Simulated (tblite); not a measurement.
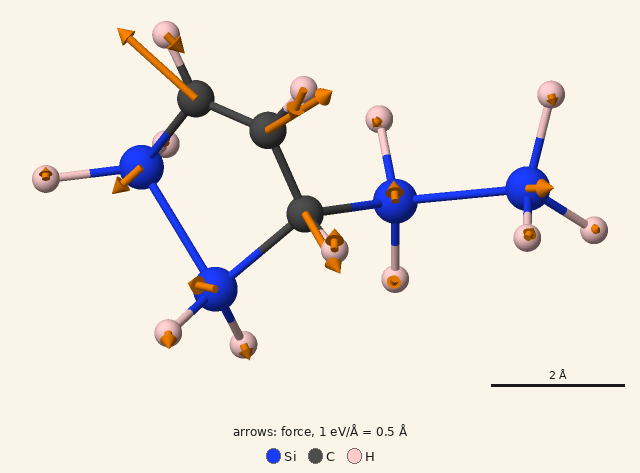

Starting geometry of C3H12Si4 with the computed forces as orange arrows. A ball-and-stick model, seen at a tilt.

Level of theory: GFN2-xTB geometry optimisation, gas phase in tblite 0.8.0. 

Is this structure relaxed? If not, where do the atoms go?

It isn't relaxed: the largest force vector, on a C atom, is 3.24 eV/Å. The final displacements have little in common with the starting forces (cosine between the two patterns 0.04). The energy falls by 16.2 kcal/mol in 165 geometry steps. An H atom moves most after the best rigid fit: 1.16 Å. By element the largest moves are H 1.16 Å, Si 0.52 Å, C 0.37 Å. Near-neighbour distances that change, for instance: Si–Si 2.237 → 2.310 Å, C–H 1.139 → 1.088 Å, C–C 1.443 → 1.490 Å, C–Si 1.880 → 1.921 Å. Bond angles that change, for instance: H–Si–H 116.1° → 105.7°, Si–Si–H 109.4° → 119.1°, H–Si–H 114.9° → 106.3°. Groups turn about C–Si by about 35°.
